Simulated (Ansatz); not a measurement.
Geometry relaxation of GeH$_{3}$Cl$_{3}$O$_{2}$ (part 2 of 2)

The same run, continued: GeH$_{3}$Cl$_{3}$O$_{2}$; RKS PBE0/def2-SVP (Ansatz 0.2.0). The input holds or restrains some coordinates. It belongs to a series of runs on one base structure; here: pulled along the bonds that form and break, towards end B.

Geometry of the input (Å):
```
Ge 0.0000  0.0000  0.0000
Cl 0.0000  0.0000  2.5700
O  1.6691  0.0000  -0.5894
H  1.9855  -0.9521  -0.7061
Cl -1.0456  1.8115  -0.7393
Cl -1.0456  -1.8115  -0.7393
O  -1.9644  0.0000  0.6527
H  -2.5095  -0.6297  0.0813
H  -1.4056  0.0000  1.8227
```

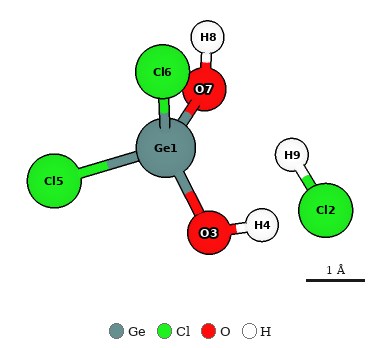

Fig. 1: The geometry at step 12 of the log (ball-and-stick view, seen at a tilt; atoms are numbered from 1 in the order of the input).

### The program's output, continued
```
relax step  24: F+E_penalty+E_count = -98187.29834391 eV  Δ(F+E_penalty+E_count) = +3.952e-3 eV  max|allowed force component| = 9.839e-1 eV/Å  E_restraint = 0.01708034 eV  max|allowed force component, restraints' pulls added| = 2.476e-1 eV/Å  Δτ_max = 0.0762 Å  (29 SCF iters, accepted)
the calculation of the forces begins
reference -98187.30658215 eV, -3608.3169631471 hartree; 51, 51 occupied and 78, 78 virtual orbitals, 1291 factors
relax step  25: F+E_penalty+E_count = -98187.30655805 eV  Δ(F+E_penalty+E_count) = -8.214e-3 eV  max|allowed force component| = 8.946e-1 eV/Å  E_restraint = 0.02283876 eV  max|allowed force component, restraints' pulls added| = 6.333e-2 eV/Å  Δτ_max = 0.0450 Å  (30 SCF iters, accepted)
  distance Ge 0 - O 6 = 1.7686 Å
  distance H 8 - Cl 1 = 1.3326 Å
  distance Ge 0 - Cl 1 = 3.4286 Å
  distance H 8 - O 6 = 2.2034 Å
1291 factors; integrals over basis functions are off by at most 1.1e-3 eV
mean field evaluation 192: about -98187.3066 eV, gradient 1.5e-5 eV
mean field -98187.30655805 eV, -3608.3169622616 hartree, gradient 1.5e-5 eV, S^2 0.000000; 1 other end points of the search recorded, 0 dependent functions left out
the calculation of the forces begins
reference -98187.30658215 eV, -3608.3169631471 hartree; 51, 51 occupied and 78, 78 virtual orbitals, 1291 factors
Total energy: -98187.30658215 eV, -3608.3169631471 hartree
Atom 0 at    -0.510230    -0.225336    -0.621543 Å, force    -0.045496    -0.148198    -0.171261 eV/Å
Atom 1 at     0.404914     0.763499     2.531260 Å, force    -0.894561    -0.478264     0.171770 eV/Å
Atom 2 at     1.068464    -0.796663    -0.161540 Å, force    -0.016163     0.012832    -0.037361 eV/Å
Atom 3 at     1.319169    -0.431837     0.701614 Å, force    -0.006362     0.004700     0.003740 eV/Å
Atom 4 at    -0.568811     1.875447    -0.983601 Å, force    -0.007937     0.020436    -0.003874 eV/Å
Atom 5 at    -1.046121    -1.244557    -2.418269 Å, force    -0.002299     0.007980     0.003340 eV/Å
Atom 6 at    -1.704133    -0.648548     0.612687 Å, force     0.132850     0.094101     0.165501 eV/Å
Atom 7 at    -2.532963    -0.971088     0.240470 Å, force    -0.029700     0.000193    -0.024989 eV/Å
Atom 8 at    -0.746388     0.097283     2.451521 Å, force     0.869668     0.486219    -0.106866 eV/Å
Dipole moment:    -0.399439    -0.104410     0.321304 e Å
```

### Trajectory as extended XYZ (Å, eV, eV/Å), 12 of the 25 frames kept, from step=1 to step=25
```
9
Properties=species:S:1:pos:R:3:forces:R:3 step=1 energy=-98184.20548
Ge    0.0000    0.0000    0.0000   -3.1987   0.7641  -0.1930
Cl    0.0000    0.0000    2.5700    0.2183   0.0799  -1.4081
O     1.6691    0.0000   -0.5894    0.0537  -1.8107   0.3292
H     1.9855   -0.9521   -0.7061   -0.5448   1.7268   0.2340
Cl   -1.0456    1.8115   -0.7393    2.1649   0.6308  -0.8294
Cl   -1.0456   -1.8115   -0.7393    2.0499  -1.6608  -1.4708
O    -1.9644    0.0000    0.6527   -0.0309   0.0747   3.2418
H    -2.5095   -0.6297    0.0813    0.9620   0.8523   1.9126
H    -1.4056    0.0000    1.8227   -1.6743  -0.6572  -1.8163
9
Properties=species:S:1:pos:R:3:forces:R:3 step=3 energy=-98184.05180
Ge   -0.1813    0.0056   -0.2901   -1.1194  -0.0866   0.1432
Cl   -0.0470    0.0006    2.8613   -1.1016  -0.0100  -1.0514
O     1.6264   -0.0168   -0.5723   -1.5744  -0.5468   0.4511
H     1.9723   -0.9321   -0.6994   -0.5241   0.7304   0.2444
Cl   -0.9945    1.8736   -0.7911    1.7656   2.3223  -1.5831
Cl   -0.9969   -1.8914   -0.8039    1.5611  -2.6243  -1.9158
O    -1.9494    0.0378    0.4119    0.2931   1.0147   3.3039
H    -2.5152   -0.6496    0.0779   -0.1020  -0.8197   0.1163
H    -1.2305   -0.0096    2.1583    0.8018   0.0201   0.2914
9
Properties=species:S:1:pos:R:3:forces:R:3 step=5 energy=-98185.91493
Ge   -0.3752    0.0001   -0.4228   -0.2145   0.1598  -0.5161
Cl    0.0142   -0.0083    2.9779   -1.0001  -0.0323  -0.5727
O     1.3981   -0.0056   -0.5143   -0.4700  -0.0595   0.3438
H     1.8160   -0.8761   -0.6412   -0.4568   0.1777   0.2029
Cl   -0.7279    2.0499   -0.9862    0.6234  -0.0486  -0.4891
Cl   -0.8059   -2.0742   -1.0252    0.3915  -0.0170  -0.5660
O    -1.9696    0.0579    0.3808    0.7653   1.0829   1.4166
H    -2.4672   -0.7118    0.1601   -0.5368  -1.3260  -0.1361
H    -1.1986   -0.0137    2.4235    0.8979   0.0630   0.3167
9
Properties=species:S:1:pos:R:3:forces:R:3 step=8 energy=-98186.78320
Ge   -0.4702    0.0462   -0.5238    0.0278  -0.2017  -0.4950
Cl    0.1345   -0.0675    2.8506   -1.2291   0.1204   0.0311
O     1.2548   -0.0010   -0.2173   -0.1772   0.0161   0.2110
H     1.6112   -0.8938   -0.3159   -0.0866  -0.0234   0.1107
Cl   -0.6550    1.9784   -1.4035   -0.0740  -0.1908  -0.1621
Cl   -0.7874   -1.8632   -1.5591    0.0025   0.4311  -0.1117
O    -1.8973    0.0042    0.5252    0.1447  -0.2183   0.2753
H    -2.3345   -0.8536    0.3929    0.1014   0.1737   0.0549
H    -1.1721    0.0684    2.6035    1.2905  -0.1070   0.0859
9
Properties=species:S:1:pos:R:3:forces:R:3 step=10 energy=-98186.95235
Ge   -0.4898    0.0347   -0.5585   -0.1109   0.0219  -0.5207
Cl    0.2372   -0.1212    2.7978   -1.1167   0.2133   0.3460
O     1.1950    0.0103   -0.1030    0.0572  -0.4332  -0.0323
H     1.5188   -0.9055   -0.0221   -0.1350   0.4346   0.0756
Cl   -0.7273    1.8947   -1.5601    0.0024  -0.0676  -0.0161
Cl   -0.8015   -1.7129   -1.7967   -0.0174   0.1162  -0.0040
O    -1.8455   -0.0515    0.5740    0.1445  -0.0843   0.1312
H    -2.3444   -0.8617    0.3959    0.0008   0.0557   0.0271
H    -1.0585    0.1314    2.6252    1.1749  -0.2565  -0.0068
9
Properties=species:S:1:pos:R:3:forces:R:3 step=12 energy=-98187.02108
Ge   -0.5004    0.0094   -0.5949   -0.2192  -0.0160  -0.5292
Cl    0.3562   -0.1477    2.7357   -1.0476   0.2456   0.5151
O     1.1755    0.0014   -0.1344    0.1790  -0.5134   0.1466
H     1.4230   -0.8113    0.3483   -0.1693   0.5414  -0.1701
Cl   -0.7523    1.8618   -1.6016   -0.0075   0.0160   0.0040
Cl   -0.8764   -1.6523   -1.9126   -0.0046  -0.0142  -0.0447
O    -1.7951   -0.1488    0.5988    0.1217   0.0134   0.1411
H    -2.4112   -0.8369    0.3091    0.0331   0.0657   0.0222
H    -0.9354    0.1426    2.6042    1.1144  -0.3387  -0.0850
9
Properties=species:S:1:pos:R:3:forces:R:3 step=14 energy=-98187.04279
Ge   -0.4986   -0.0051   -0.6080   -0.1886   0.0742  -0.6081
Cl    0.3870   -0.0931    2.7177   -1.0952   0.1216   0.5383
O     1.1818   -0.0253   -0.1655    0.0786  -0.3022   0.1000
H     1.3982   -0.7626    0.4292   -0.0829   0.2974  -0.0869
Cl   -0.7475    1.8555   -1.6066   -0.0001  -0.0254  -0.0093
Cl   -0.8905   -1.6572   -1.9356   -0.0239   0.0276   0.0042
O    -1.7842   -0.1413    0.5969    0.1315  -0.0428   0.2040
H    -2.4285   -0.8010    0.3059    0.0068   0.0293  -0.0070
H    -0.9338    0.0484    2.6187    1.1739  -0.1798  -0.1352
9
Properties=species:S:1:pos:R:3:forces:R:3 step=16 energy=-98187.09594
Ge   -0.4910   -0.0306   -0.6297   -0.1876  -0.0451  -0.6002
Cl    0.4299    0.1097    2.6850   -1.0721  -0.1020   0.5746
O     1.1882   -0.1532   -0.2022    0.0185  -0.3006   0.2146
H     1.3146   -0.6828    0.6046   -0.0395   0.2603  -0.1955
Cl   -0.7223    1.8602   -1.5720   -0.0061   0.0297   0.0045
Cl   -0.9738   -1.5920   -2.0360   -0.0027   0.0445  -0.0053
O    -1.7377   -0.2256    0.6094    0.1119  -0.0595   0.1865
H    -2.4344   -0.7989    0.2596    0.0188   0.0406   0.0157
H    -0.8897   -0.0686    2.6339    1.1588   0.1321  -0.1948
9
Properties=species:S:1:pos:R:3:forces:R:3 step=18 energy=-98187.12381
Ge   -0.4916   -0.0529   -0.6314   -0.1626  -0.0609  -0.6226
Cl    0.4452    0.2024    2.6712   -1.0586  -0.0978   0.5376
O     1.1843   -0.2408   -0.2110   -0.0265  -0.3125   0.2821
H     1.2820   -0.6738    0.6568   -0.0173   0.2548  -0.2559
Cl   -0.7097    1.8784   -1.4961   -0.0047   0.0195   0.0260
Cl   -0.9993   -1.5383   -2.1092   -0.0020   0.0626   0.0074
O    -1.7281   -0.2930    0.6106    0.1272  -0.0481   0.1801
H    -2.4310   -0.8480    0.2437    0.0251   0.0390   0.0343
H    -0.8678   -0.0158    2.6180    1.1194   0.1434  -0.1890
9
Properties=species:S:1:pos:R:3:forces:R:3 step=21 energy=-98187.22242
Ge   -0.4904   -0.1477   -0.6495   -0.0075  -0.1981  -0.3944
Cl    0.4212    0.5918    2.5863   -1.0719  -0.4023   0.2994
O     1.1324   -0.6467   -0.2347   -0.0624   0.2544   1.7716
H     1.2495   -0.5206    0.7625   -0.1348  -0.1479  -1.7376
Cl   -0.6224    1.9217   -1.1842    0.0320  -0.1764   0.0744
Cl   -1.0788   -1.3520   -2.3278    0.0280   0.1442   0.0263
O    -1.6784   -0.5157    0.6109    0.0338   0.0387   0.1287
H    -2.4457   -0.9645    0.2288    0.0701   0.0337   0.0438
H    -0.8035    0.0518    2.5603    1.1128   0.4538  -0.2121
9
Properties=species:S:1:pos:R:3:forces:R:3 step=23 energy=-98187.27298 accepted=F
Ge   -0.5178   -0.2054   -0.5925   -0.2589  -0.1895  -0.3685
Cl    0.4394    0.8282    2.5354   -1.0903  -0.7397  -0.0193
O     1.0501   -0.8069   -0.1410    0.0119   0.0316   0.0923
H     1.3001   -0.4773    0.7365    0.0493   0.0410  -0.0144
Cl   -0.5707    1.8977   -0.9538    0.0146  -0.0582   0.0468
Cl   -1.0472   -1.2246   -2.3916    0.0064   0.0123  -0.0755
O    -1.7547   -0.6489    0.5943    0.2458   0.1856   0.2448
H    -2.5385   -1.0444    0.1914    0.0694   0.0371   0.0037
H    -0.6769    0.0997    2.3740    0.9516   0.6797   0.0902
9
Properties=species:S:1:pos:R:3:forces:R:3 step=25 energy=-98187.30656
Ge   -0.5102   -0.2253   -0.6215   -0.0455  -0.1482  -0.1713
Cl    0.4049    0.7635    2.5313   -0.8946  -0.4783   0.1718
O     1.0685   -0.7967   -0.1615   -0.0162   0.0128  -0.0374
H     1.3192   -0.4318    0.7016   -0.0064   0.0047   0.0037
Cl   -0.5688    1.8754   -0.9836   -0.0079   0.0204  -0.0039
Cl   -1.0461   -1.2446   -2.4183   -0.0023   0.0080   0.0033
O    -1.7041   -0.6485    0.6127    0.1328   0.0941   0.1655
H    -2.5330   -0.9711    0.2405   -0.0297   0.0002  -0.0250
H    -0.7464    0.0973    2.4515    0.8697   0.4862  -0.1069
```

### Key numbers

```json
{"quantity": "outcome", "value": "converged under the restraints of the input"}
{"quantity": "total energy", "value": "−98187.3066 eV"}
{"quantity": "mean-field energy", "value": "−98187.3066 eV"}
{"quantity": "largest force (length of the vector) at the end, held atoms and coordinates included", "value": "1.029 eV/Å"}
{"quantity": "hardware", "value": "4 threads of Arm Neoverse V1, 24 GiB of memory available, shared host"}
{"quantity": "wall time", "value": "74 s (CPU time 4.6 min)"}
{"quantity": "peak memory", "value": "0.38 GiB"}
```
